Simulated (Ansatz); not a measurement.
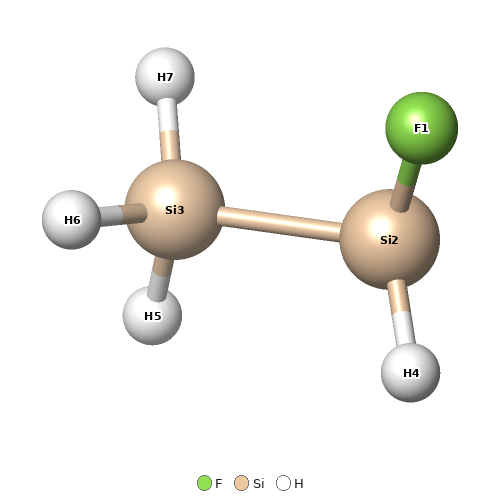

The system is FH4Si2, SMILES F[SiH][SiH3], spin multiplicity 2; the picture shows the reference structure. 
- First axis: umbrella angle at Si2 (between each of its bonds and their common axis; 90 is planar). Second axis: change of the bonds Si2–F1, Si2–Si3, Si2–H4, all alike.
- Nothing is relaxed (all other coordinates rigid).
- Grid: 15 × 15 points.
- Points are written as (first, second).
- All energies are given in kJ/mol relative to the lowest grid point.
- All numbers below come from Ansatz 0.2.0, UKS PBE0-D4/def2-SVP.

Its coordinates:

```yaml
atoms:
  - { symbol: F, position_ang: [-0.4234, -2.0058, 1.2975] }
  - { symbol: Si, position_ang: [-0.2831, -1.3698, -0.2033] }
  - { symbol: Si, position_ang: [0.4675, 0.8482, -0.0708] }
  - { symbol: H, position_ang: [-1.6209, -1.5024, -0.8699] }
  - { symbol: H, position_ang: [0.5514, 1.3637, -1.4722] }
  - { symbol: H, position_ang: [-0.4551, 1.7196, 0.7227] }
  - { symbol: H, position_ang: [1.8250, 0.8783, 0.5503] }
```

Range: umbrella angle at Si2 (between each of its bonds and their common axis; 90 is planar) from 59.3 to 120.7°; change of the bonds Si2–F1, Si2–Si3, Si2–H4, all alike from −0.201 to 0.311 Å.

Q: What landscape does the calculation give?

A: The lowest grid point is at (107.6°, −0.018 Å). A higher local minimum lies near (72.4°, 0.018 Å) (5 kJ/mol above the lowest at that grid point). The highest grid point, (90.0°, 0.311 Å), lies 238 kJ/mol above the lowest. On the interpolated surface the easiest way out of the lowest well to the well at about (71°, 0.00 Å) passes a barrier of about 36 kJ/mol, counted from the interpolated bottom of the well. Round the minimum the two coordinates are weakly coupled (coupling −0.13 in units of the two stiffnesses).

| second ↓, first → | 59.3 | 63.7 | 68.0 | 72.4 | 76.8 | 81.2 | 85.6 | 90.0 | 94.4 | 98.8 | 103.2 | 107.6 | 112.0 | 116.3 | 120.7 |
| --- | --- | --- | --- | --- | --- | --- | --- | --- | --- | --- | --- | --- | --- | --- | --- |
| 0.311 | 188 | 176 | 173 | 177 | 190 | 209 | 229 | 238 | 225 | 204 | 186 | 174 | 171 | 175 | 187 |
| 0.274 | 159 | 146 | 142 | 146 | 158 | 177 | 196 | 204 | 192 | 172 | 154 | 143 | 140 | 145 | 158 |
| 0.238 | 132 | 118 | 114 | 117 | 129 | 147 | 165 | 172 | 161 | 142 | 125 | 114 | 111 | 117 | 131 |
| 0.201 | 107 | 92 | 86 | 90 | 101 | 118 | 134 | 141 | 131 | 113 | 96 | 86 | 84 | 90 | 105 |
| 0.164 | 84 | 68 | 62 | 64 | 75 | 91 | 106 | 112 | 103 | 86 | 70 | 60 | 59 | 66 | 83 |
| 0.128 | 65 | 48 | 41 | 43 | 53 | 68 | 82 | 87 | 79 | 63 | 48 | 39 | 38 | 46 | 64 |
| 0.091 | 51 | 32 | 24 | 25 | 34 | 48 | 61 | 66 | 58 | 43 | 29 | 21 | 20 | 30 | 49 |
| 0.055 | 41 | 21 | 12 | 12 | 20 | 33 | 45 | 49 | 42 | 28 | 15 | 8 | 8 | 19 | 39 |
| 0.018 | 38 | 16 | 6 | 5 | 12 | 24 | 35 | 38 | 32 | 19 | 7 | 0 | 2 | 13 | 36 |
| −0.018 | 42 | 19 | 7 | 5 | 11 | 22 | 32 | 35 | 28 | 17 | 6 | 0 | 3 | 16 | 40 |
| −0.055 | 56 | 30 | 17 | 14 | 19 | 28 | 37 | 39 | 34 | 23 | 13 | 8 | 13 | 27 | 53 |
| −0.091 | 79 | 52 | 37 | 32 | 36 | 44 | 52 | 54 | 48 | 38 | 30 | 26 | 32 | 48 | 76 |
| −0.128 | 116 | 86 | 70 | 64 | 66 | 73 | 79 | 81 | 76 | 67 | 59 | 57 | 64 | 82 | 112 |
| −0.164 | 166 | 134 | 116 | 108 | 109 | 114 | 120 | 121 | 116 | 108 | 102 | 101 | 110 | 129 | 162 |
| −0.201 | 236 | 201 | 180 | 171 | 170 | 174 | 178 | 179 | 174 | 167 | 162 | 164 | 174 | 195 | 231 |

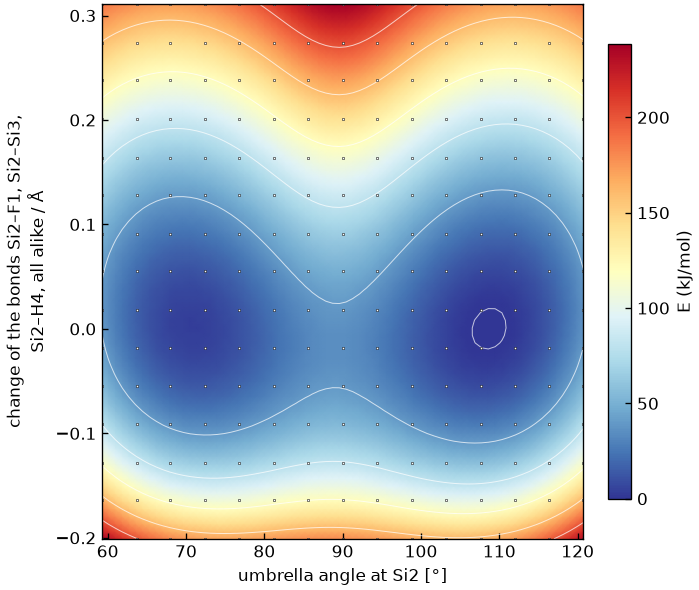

The picture shows a smooth colour map with a few white contour lines, dots at the grid points. Between grid points the surface is interpolated.

Time for the 225 points that were run: 14 min on 1 thread of Arm Neoverse V2, with other jobs on the host.
